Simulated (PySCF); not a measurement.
# Tl²⁺: excitation energy in aug-cc-pwCVTZ-DK3 plus 1 even-tempered diffuse shell per l

Wanted: the excitation energy of thallium, up a ladder of methods.

Program: PySCF 2.14.0. Level of theory: unrestricted determinants in a Gaussian basis, no spin-orbit coupling in the energies. These are calculated values, not measurements, unless marked.

### 1 What is computed

* Element: thallium (Z = 81)
* Basis: aug-cc-pwCVTZ-DK3 with one added diffuse shell each of s, d, f type (12s10p9d6f1g, 138 functions)
* Hamiltonian: scalar relativity by spin-free X2C-1e
* State 1: Tl²⁺: [Xe] 4f14 5d9 6s2, 2D determinant (an excited configuration)
* Needed too, but not shown: Tl²⁺ [Xe] 4f14 5d10 6s1 (2S)
* Methods: M06-2X, B97-3

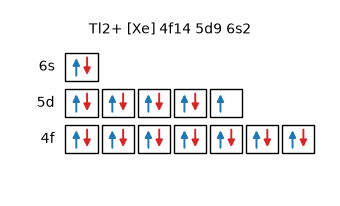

Occupation of the outer shells (arrows by Hund's rule).

One driver process ran all states and methods and kept the integrals in memory. Each run is shown as a PySCF script that sums up its settings (the driver passes frozen orbitals as a list and adds second-order terms of double hybrids); the logs are those of the runs themselves. The driver starts from symmetry-adapted Hartree-Fock orbitals, holds the occupation by maximum overlap and uses a logarithmic radial grid for functionals, so a plain start would take other cycles.

The integrals over 138 functions and the set-up took 2.2 min of CPU time.

### 2 Tl²⁺ [Xe] 4f14 5d9 6s2: the ladder of methods

Level: M06-2X.

File input.py:

```python
from pyscf import gto, scf, dft, mp, cc
import basis_set_exchange as bse
mol = gto.M(atom="Tl 0 0 0", charge=2, spin=1, symmetry="D2h",
            basis=gto.basis.parse(bse.get_basis("aug-cc-pwCVTZ-DK3", elements=["Tl"], fmt="nwchem", augment_diffuse=1)),
            nucmod="G")
mf = dft.UKS(mol, xc="M062X").sfx2c1e()
mf.irrep_nelec = {'Ag': (12, 11), 'B1g': (3, 3), 'B2g': (3, 3), 'B3g': (3, 3), 'Au': (1, 1), 'B1u': (6, 6), 'B2u': (6, 6), 'B3u': (6, 6)}
mf.kernel()
```

The program printed:

```text
damping factor = 0
level_shift factor = 0
DIIS = <class 'pyscf.scf.diis.CDIIS'>
diis_start_cycle = 1
diis_space = 10
diis_damp = 0
SCF conv_tol = 1e-09
SCF conv_tol_grad = None
number electrons alpha = 40  beta = 39
XC functionals = M062X
    Y. Zhao and D. G. Truhlar.,  Theor. Chem. Acc. 120, 215 (2008)
    Y. Zhao and D. G. Truhlar.,  Theor. Chem. Acc. 120, 215 (2008)
cycle= 1 E= -20248.6217583089  delta_E= -0.0283  |g|= 0.103  |ddm|= 1.44
cycle= 2 E= -20248.6223167752  delta_E= -0.000558  |g|= 0.0473  |ddm|=  0.2
cycle= 3 E= -20248.6224331516  delta_E= -0.000116  |g|= 0.00978  |ddm|= 0.0392
cycle= 4 E= -20248.6224436346  delta_E= -1.05e-05  |g|= 0.00138  |ddm|= 0.0194
cycle= 5 E= -20248.6224441502  delta_E= -5.16e-07  |g|= 0.000136  |ddm|= 0.00449
cycle= 6 E= -20248.6224441565  delta_E= -6.26e-09  |g|= 1.23e-05  |ddm|= 0.000924
cycle= 7 E= -20248.6224441565  delta_E= -4.37e-11  |g|= 1.94e-06  |ddm|= 7.47e-05
converged SCF energy = -20248.6224441565  <S^2> = 0.75114253  2S+1 = 2.0011422
```

CPU time 27 s on a shared host, the integrals not counted.

Orbital energies by shell (radii are means over both spins):

```
shell  electrons  mean orbital energy (eV)  spread (eV)  rms radius (bohr)
 1s α          1                  -85642.8            0             0.0184
 1s β          1                  -85642.8            0             0.0184
 2s α          1                  -15334.3            0             0.0743
 2s β          1                  -15334.2            0             0.0743
 2p α          3                  -13270.2        0.203             0.0683
 2p β          3                  -13270.1        0.095             0.0683
 3s α          1                   -3709.3            0              0.190
 3s β          1                   -3709.2            0              0.190
 3p α          3                   -3109.2        0.361              0.192
 3p β          3                   -3109.2        0.283              0.192
 3d α          5                   -2453.4        0.396              0.176
 3d β          5                   -2453.3        0.214              0.176
 4s α          1                   -860.74            0              0.417
 4s β          1                   -860.56            0              0.417
 4p α          3                   -661.54        0.732              0.445
 4p β          3                   -661.35        0.522              0.445
 4d α          5                   -418.60        0.893              0.473
 4d β          5                   -418.33        0.556              0.473
 5s α          1                   -165.19            0              0.928
 5s β          1                   -164.66            0              0.928
 4f α          7                   -150.74        0.816              0.511
 4f β          7                   -150.51        0.545              0.511
 5p α          3                   -107.76        1.403               1.06
 5p β          3                   -106.80        0.339               1.06
 5d α          5                   -40.927        1.587               1.43
 5d β          4                   -40.088        0.806               1.43
 6s α          1                   -28.974            0               2.38
 6s β          1                   -28.384            0               2.38
```

⟨S²⟩ = 0.751, ⟨L²⟩ = 6.01.

Spin-orbit coupling, absent here, splits the open shell strongly.

Level: B97-3.

Changes to input.py:

```diff
@@ -5,3 +5,3 @@
             nucmod="G")
-mf = dft.UKS(mol, xc="M062X").sfx2c1e()
+mf = dft.UKS(mol, xc="HYB_GGA_XC_B97_3").sfx2c1e()
 mf.irrep_nelec = {'Ag': (12, 11), 'B1g': (3, 3), 'B2g': (3, 3), 'B3g': (3, 3), 'Au': (1, 1), 'B1u': (6, 6), 'B2u': (6, 6), 'B3u': (6, 6)}
```

The program printed:

```text
damping factor = 0
level_shift factor = 0
DIIS = <class 'pyscf.scf.diis.CDIIS'>
diis_start_cycle = 1
diis_space = 10
diis_damp = 0
SCF conv_tol = 1e-09
SCF conv_tol_grad = None
number electrons alpha = 40  beta = 39
XC functionals = HYB_GGA_XC_B97_3
    T. W. Keal and D. J. Tozer.,  J. Chem. Phys. 123, 121103 (2005)
cycle= 1 E= -20246.0153783502  delta_E= -0.0158  |g|= 0.139  |ddm|= 0.669
cycle= 2 E= -20246.0158086949  delta_E= -0.00043  |g|= 0.0955  |ddm|= 0.174
cycle= 3 E= -20246.0163682468  delta_E= -0.00056  |g|= 0.0119  |ddm|= 0.0558
cycle= 4 E= -20246.0163870177  delta_E= -1.88e-05  |g|= 0.000474  |ddm|= 0.0158
cycle= 5 E= -20246.0163870807  delta_E= -6.3e-08  |g|= 6.21e-05  |ddm|= 0.00107
cycle= 6 E= -20246.0163870815  delta_E= -8e-10  |g|= 2.73e-06  |ddm|= 0.000193
converged SCF energy = -20246.0163870815  <S^2> = 0.75065679  2S+1 = 2.0006567
```

It used 14 s of CPU time after the integrals (shared host).

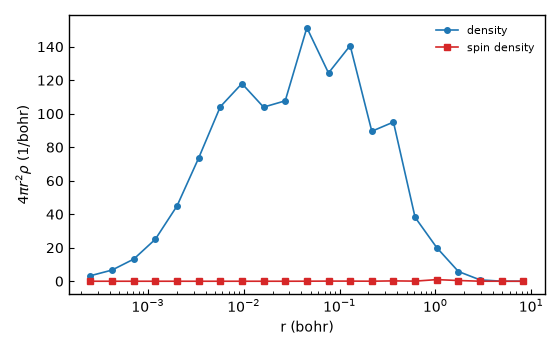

Radial density 4πr²ρ of Tl²⁺ at B97-3, without picture-change correction, at 21 stored radii joined by straight lines.

### 3 The energy differences

Excitation energy: Tl²⁺ [Xe] 4f14 5d10 6s1 (2S) → Tl²⁺ [Xe] 4f14 5d9 6s2 (2D).

```
method  value (eV)
   UHF       9.533
M06-2X       9.295
 B97-3       9.022
```

The differences also use runs on Tl²⁺ [Xe] 4f14 5d10 6s1 (2S), which are not shown here. The runs at UHF are not shown; their differences are listed all the same.

### 4 What came out

```
                                   quantity                      value
excitation energy, Tl²⁺ → [Xe] 4f14 5d9 6s2  UHF 9.533, B97-3 9.022 eV
```

What this shows: The methods span 0.512 eV, from B97-3 (9.022) to UHF (9.533). No reference value is at hand in this session. All values hold for this basis alone; no basis-set limit was taken.
